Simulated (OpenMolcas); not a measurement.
**CH6BNO2 (SMILES OBNCO): levels of theory compared**

Wanted: a comparison of 6 runs (B3LYP/6-31G*, B2PLYP/def2-SVP, BHLYP/def2-SVP, BLYP/def2-SVP, TPSS/def2-SVP, revPBE/def2-SVP) of CH6BNO2. 

The results are computed with OpenMolcas 26.06.

### Step 1. The molecule

The species is CH6BNO2 (11 atoms), meant as a singlet with charge 0. As SMILES, `OBNCO`. The N3–C4 distance was set to 2.134 Å, away from the relaxed value. At this shape a bond of the SMILES string is far longer than usual.

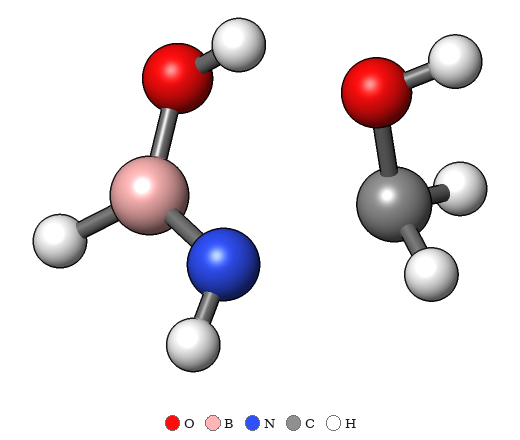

Viewed from a chosen angle; oxygen red, boron pink, nitrogen blue, carbon grey, hydrogen white.

### Step 2. The energy at B3LYP/6-31G(d) (spherical functions) (run 1)

File job.inp:

```
&gateway
 baslib=$CurrDir
 coord
 11
 angstrom
 O       -0.307397       2.023607       1.215481
 B       -0.093097       0.932607       2.002181
 N        0.099203      -0.358193       1.453081
 C       -0.074500      -0.827100      -0.621300
 O        0.833500      -0.016400      -1.360600
 H       -0.087997       1.841007       0.294181
 H       -0.077597       1.072207       3.191081
 H        0.401903      -1.109393       2.046281
 H       -1.095800      -0.629000      -0.978300
 H        0.142100      -1.890000      -0.774600
 H        0.672700      -0.158500      -2.298200
 basis=6-31Gs
 group=NoSym

&seward
 gridinput
 Grid=UltraFine
 End of Grid

&scf
 ksdft=B3LYP
 thresholds=1e-10 1e-07 1e-07 1e-05
 prorbitals=1 2
```

The basis set 6-31G* is read from a file made from the Basis Set Exchange's data (not shown).

The run is started by

```console
export MOLCAS_MEM=1860
pymolcas job.inp > job.log
```

Standard output:

```text
--- Start Module: gateway ---
[...]
--- Stop Module: gateway /rc=_RC_ALL_IS_WELL_ ---
--- Start Module: seward ---
[...]
      Basis functions           82
--- Stop Module: seward /rc=_RC_ALL_IS_WELL_ ---
[...]
--- Start Module: scf ---
[...]
       Convergence after  17 Iterations
[...]
::    Total KS-DFT energy                            -271.7196724655
[...]
      Total spin, S                                     0.0000000000
[...]
      Total electronic charge=   40.000000
      Total            charge=   -0.000000
[...]
      Dipole Moment (debye):
      Origin of the operator (angstrom)=    0.1045    0.3538    0.4544
                   X= -3.2158E-01               Y= -3.2736E+00               Z= -3.8968E+00           Total=  5.0995E+00
      Quadrupole Moment (debye*angstrom):
[...]
--- Stop Module: scf /rc=_RC_ALL_IS_WELL_ ---
[...]
```

Wall time 33 s (1 thread of AMD EPYC 7R43 (Zen 3), shared host); peak memory 0.45 GiB.

### Step 3. The energy at B2PLYP/def2-SVP (run 2)

File run.input:

```
* CH6BNO2 Kohn-Sham DFT
>>> EXPORT MOLCAS_PRINT=2

&GATEWAY
 BasLib
 $CurrDir
 Coord
 11
 angstrom
 O       -0.307397       2.023607       1.215481
 B       -0.093097       0.932607       2.002181
 N        0.099203      -0.358193       1.453081
 C       -0.074500      -0.827100      -0.621300
 O        0.833500      -0.016400      -1.360600
 H       -0.087997       1.841007       0.294181
 H       -0.077597       1.072207       3.191081
 H        0.401903      -1.109393       2.046281
 H       -1.095800      -0.629000      -0.978300
 H        0.142100      -1.890000      -0.774600
 H        0.672700      -0.158500      -2.298200
 Basis
 def2-SVP
 Group
 NoSym

&SEWARD
 GridInput
 Grid=UltraFine
 End of Grid

&SCF
 KSDFT
 B2PLYP_SCF
 Thresholds
 1e-10 1e-07 1e-07 1e-05
 PrOrbitals
 1 2

&MBPT2
 Frozen
 5
```

The basis set def2-SVP is read from a file made from the Basis Set Exchange's data (not shown).

The run is started by

```console
export MOLCAS_MEM=1860
pymolcas run.input > run.log
```

Standard output:

```text
--- Start Module: gateway ---
[...]
--- Stop Module: gateway /rc=_RC_ALL_IS_WELL_ ---
[...]
      Basis functions          100
[...]
--- Start Module: scf ---
[...]
       Convergence after  16 Iterations
[...]
::    Total KS-DFT energy                            -271.0030439810
[...]
      Total spin, S                                     0.0000000000
[...]
      Total electronic charge=   40.000000
      Total            charge=   -0.000000
[...]
      Dipole Moment (debye):
      Origin of the operator (angstrom)=    0.1045    0.3538    0.4544
                   X= -4.0838E-01               Y= -3.4687E+00               Z= -4.0576E+00           Total=  5.3538E+00
      Quadrupole Moment (debye*angstrom):
[...]
--- Stop Module: scf /rc=_RC_ALL_IS_WELL_ ---
[...]
--- Start Module: mbpt2 ---
[...]
 ###    WARNING: MP2 implementation intended for RHF references only         ###
 ###############################################################################
MBPT2 WARNING: Reference function according to RunFile:KS-DFT
I'll assume you know what you're doing and continue
WARNING!
Default frozen orbitals as non valence orbitals is overwritten by user input.
Default values:   5
[...]
       Reference weight ( Cref**2 )         =        0.71813
::    Total MBPT2 energy                             -271.9641233351
[...]
      Total MBPT2 calculations                           0.52      0.58
--- Stop Module: mbpt2 /rc=_RC_ALL_IS_WELL_ ---
[...]
```

Wall time 40 s (1 thread of AMD EPYC 7R43 (Zen 3), shared host); peak memory 0.56 GiB.

Run 3 isn't shown in full; the table further down has it.

### Step 4. A single-point energy at BLYP/def2-SVP (run 4)

File job.inp:

```
>>> EXPORT MOLCAS_PRINT=2
&GATEWAY
BasLib=$CurrDir
BasisSet
O.def2-SVP....
O1 -0.307397 2.023607 1.215481 angstrom
O5 0.833500 -0.016400 -1.360600 angstrom
End of Basis
BasisSet
B.def2-SVP....
B2 -0.093097 0.932607 2.002181 angstrom
End of Basis
BasisSet
N.def2-SVP....
N3 0.099203 -0.358193 1.453081 angstrom
End of Basis
BasisSet
C.def2-SVP....
C4 -0.074500 -0.827100 -0.621300 angstrom
End of Basis
BasisSet
H.def2-SVP....
H6 -0.087997 1.841007 0.294181 angstrom
H7 -0.077597 1.072207 3.191081 angstrom
H8 0.401903 -1.109393 2.046281 angstrom
H9 -1.095800 -0.629000 -0.978300 angstrom
H10 0.142100 -1.890000 -0.774600 angstrom
H11 0.672700 -0.158500 -2.298200 angstrom
End of Basis
&SEWARD
GridInput
Grid=UltraFine
End of Grid
&SCF
KSDFT=BLYP
Thresholds=1e-10 1e-07 1e-07 1e-05
PrOrbitals=1 2
```

The basis set def2-SVP is read from a file made from the Basis Set Exchange's data (not shown).

The run is started by

```console
export MOLCAS_MEM=1860
pymolcas job.inp > job.log
```

Standard output:

```text
--- Start Module: gateway ---
[...]
--- Stop Module: gateway /rc=_RC_ALL_IS_WELL_ ---
--- Start Module: seward ---
[...]
      Basis functions          100
--- Stop Module: seward /rc=_RC_ALL_IS_WELL_ ---
[...]
--- Start Module: scf ---
[...]
       Convergence after  17 Iterations
[...]
::    Total KS-DFT energy                            -271.4549952719
[...]
      Total spin, S                                     0.0000000000
[...]
      Total electronic charge=   40.000000
      Total            charge=   -0.000000
[...]
      Dipole Moment (debye):
      Origin of the operator (angstrom)=    0.1045    0.3538    0.4544
                   X= -2.3384E-01               Y= -3.0741E+00               Z= -3.9108E+00           Total=  4.9799E+00
      Quadrupole Moment (debye*angstrom):
[...]
--- Stop Module: scf /rc=_RC_ALL_IS_WELL_ ---
[...]
```

Wall time 39 s (1 thread of AMD EPYC 7R43 (Zen 3), shared host); peak memory 0.56 GiB.

Run 5 isn't shown in full; the table further down has it.

### Step 5. A single-point energy at revPBE/def2-SVP (run 6)

File input.xyz:

```xyz
11

O     -0.307397     2.023607     1.215481
B     -0.093097     0.932607     2.002181
N      0.099203    -0.358193     1.453081
C     -0.074500    -0.827100    -0.621300
O      0.833500    -0.016400    -1.360600
H     -0.087997     1.841007     0.294181
H     -0.077597     1.072207     3.191081
H      0.401903    -1.109393     2.046281
H     -1.095800    -0.629000    -0.978300
H      0.142100    -1.890000    -0.774600
H      0.672700    -0.158500    -2.298200
```

File calc.inp:

```
* CH6BNO2 Kohn-Sham DFT
>>> EXPORT MOLCAS_PRINT=2

&GATEWAY
  BASLIB = $CurrDir
  COORD = input.xyz
  BASIS = def2-SVP
  GROUP = NoSym

&SEWARD
  GRIDINPUT
  Grid=UltraFine
  End of Grid

&SCF
  KSDFT = revPBE
  THRESHOLDS = 1e-10 1e-07 1e-07 1e-05
  PRORBITALS = 1 2
```

The basis set def2-SVP is read from a file made from the Basis Set Exchange's data (not shown).

The run is started by

```console
export MOLCAS_MEM=1860
pymolcas calc.inp > calc.log
```

Standard output:

```text
--- Start Module: gateway ---
[...]
--- Stop Module: gateway /rc=_RC_ALL_IS_WELL_ ---
--- Start Module: seward ---
[...]
      Basis functions          100
--- Stop Module: seward /rc=_RC_ALL_IS_WELL_ ---
[...]
--- Start Module: scf ---
[...]
       Convergence after  17 Iterations
[...]
::    Total KS-DFT energy                            -271.4513618728
[...]
      Total spin, S                                     0.0000000000
[...]
      Total electronic charge=   40.000000
      Total            charge=   -0.000000
[...]
      Dipole Moment (debye):
      Origin of the operator (angstrom)=    0.1045    0.3538    0.4544
                   X= -2.4454E-01               Y= -3.0633E+00               Z= -3.9269E+00           Total=  4.9864E+00
      Quadrupole Moment (debye*angstrom):
[...]
--- Stop Module: scf /rc=_RC_ALL_IS_WELL_ ---
[...]
```

Run time: 40 s. Hardware: 1 thread of AMD EPYC 7R43 (Zen 3), shared host; peak memory 0.56 GiB.

### Step 6. All runs side by side

| run | level | frozen core orbitals | energy (Eh) | dipole moment (D) | HOMO energy (eV) | LUMO energy (eV) | wall time |
| --- | --- | --- | --- | --- | --- | --- | --- |
| 1 | B3LYP/6-31G* (spherical functions) | – | -271.719672 | 5.10 | -6.50 | -1.83 | 33 s |
| 2 | B2PLYP/def2-SVP | 5 | -271.262535 | 5.35 | -8.31 | -0.12 | 40 s |
| 3 | BHLYP/def2-SVP | – | -271.371291 | 5.34 | -8.36 | -0.49 | 45 s |
| 4 | BLYP/def2-SVP | – | -271.454995 | 4.98 | -5.29 | -2.62 | 39 s |
| 5 | TPSS/def2-SVP | – | -271.572739 | 5.04 | -5.54 | -2.63 | 53 s |
| 6 | revPBE/def2-SVP | – | -271.451362 | 4.99 | -5.41 | -2.70 | 40 s |

### Step 7. Outcome

```
            quantity          value
 run 6: total energy  -271.45136 Eh
run 6: dipole moment         4.99 D
  run 6: HOMO energy       -5.41 eV
  run 6: LUMO energy       -2.70 eV
run 6: HOMO–LUMO gap        2.71 eV
```

**Reading.** The dipole moment (its size) runs from 4.98 D (BLYP/def2-SVP) to 5.35 D (B2PLYP/def2-SVP). A double hybrid's value is that of its SCF part. The HOMO–LUMO gap runs from 2.67 eV (BLYP/def2-SVP) to 8.19 eV (B2PLYP/def2-SVP). For B2PLYP the log adds the whole second-order term; the table takes 0.27 of it, as the functional is defined. Totals of different functionals can't be ranked against each other. All runs together took 4.2 min, the longest 53 s.
